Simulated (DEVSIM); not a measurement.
Structure: abrupt Si p-n junction, at 400 K.

```
layer (left to right)  material  thickness (μm)  Nd (cm⁻³)  Na (cm⁻³)  τn (s)  τp (s)
---------------------  --------  --------------  ---------  ---------  ------  ------
1                            Si           0.140          -     2.2e15    1e-5    1e-5
2                            Si            21.0     1.1e15          -    1e-5    1e-5
```

Left contact: ohmic. Right contact: ohmic. Voltage is applied to the left contact. Recombination: SRH at mid-gap, Auger. Mobility is μmin + (μ − μmin)/(1 + (N/Nref)^α).

This is a model device: material constants are rounded textbook-type values typed into the input, and sizes, dopings and lifetimes were drawn at random. Values at 300 K; Nc and Nv go as T^1.5, mobilities as T to minus their exponent, the gap by Varshni's rule with the affinity fixed.

| parameter | Si |
|---|---|
| gap (eV) | 1.124 |
| affinity (eV) | 4.05 |
| permittivity | 11.7 |
| Nc (cm⁻³) | 2.86e19 |
| Nv (cm⁻³) | 3.1e19 |
| μn (cm²/Vs) | 1417 |
| μp (cm²/Vs) | 470 |
| μn,min | 52 |
| μp,min | 45 |
| Nref,n | 9.7e16 |
| Nref,p | 2.2e17 |
| αn | 0.68 |
| αp | 0.72 |
| T exponent of μn | 2.3 |
| T exponent of μp | 2.2 |
| Cn (cm⁶/s) | 2.8e-31 |
| Cp (cm⁶/s) | 9.9e-32 |
| Varshni α (eV/K) | 0.000473 |
| Varshni β (K) | 636 |

Simulated with DEVSIM: 1D drift-diffusion, Boltzmann statistics, complete ionisation; no tunnelling, impact ionisation, image-force lowering or self-heating.

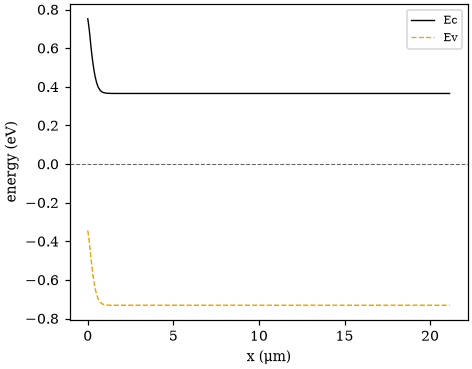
Figure. Band edges at zero bias

Energies count from the Fermi level of the right contact; mesh points crowd at the junctions.

| x (μm) | Ec (eV) | Ev (eV) | n (cm⁻³) | p (cm⁻³) | field (V/cm) |
|---|---|---|---|---|---|
| 0.000 | 0.752 | -0.344 | 1.5e10 | 2.2e15 | -6200 |
| 0.02118 | 0.739 | -0.357 | 2.1e10 | 1.5e15 | -6300 |
| 0.05198 | 0.719 | -0.377 | 3.8e10 | 8.4e14 | -6800 |
| 0.09493 | 0.687 | -0.409 | 9.6e10 | 3.4e14 | -7900 |
| 0.1313 | 0.657 | -0.440 | 2.3e11 | 1.4e14 | -9000 |
| 0.1493 | 0.640 | -0.456 | 3.8e11 | 8.5e13 | -9100 |
| 0.1825 | 0.611 | -0.485 | 8.8e11 | 3.7e13 | -8500 |
| 0.2791 | 0.537 | -0.559 | 7.6e12 | 4.3e12 | -6800 |
| 0.4289 | 0.453 | -0.643 | 8.6e13 | 3.7e11 | -4400 |
| 0.7415 | 0.379 | -0.717 | 7.3e14 | 4.4e10 | -920 |
| 1.316 | 0.366 | -0.731 | 1.1e15 | 3.0e10 | -19 |
| 3.056 | 0.365 | -0.731 | 1.1e15 | 2.9e10 | ≈ 0 |
| 5.992 | 0.365 | -0.731 | 1.1e15 | 2.9e10 | ≈ 0 |
| 11.06 | 0.365 | -0.731 | 1.1e15 | 2.9e10 | ≈ 0 |
| 17.04 | 0.365 | -0.731 | 1.1e15 | 2.9e10 | ≈ 0 |
| 19.10 | 0.365 | -0.731 | 1.1e15 | 2.9e10 | ≈ 0 |
| 20.09 | 0.365 | -0.731 | 1.1e15 | 2.9e10 | ≈ 0 |
| 20.63 | 0.365 | -0.731 | 1.1e15 | 2.9e10 | ≈ 0 |
| 20.94 | 0.365 | -0.731 | 1.1e15 | 2.9e10 | ≈ 0 |
| 21.05 | 0.365 | -0.731 | 1.1e15 | 2.9e10 | ≈ 0 |
| 21.11 | 0.365 | -0.731 | 1.1e15 | 2.9e10 | ≈ 0 |
| 21.14 | 0.365 | -0.731 | 1.1e15 | 2.9e10 | ≈ 0 |
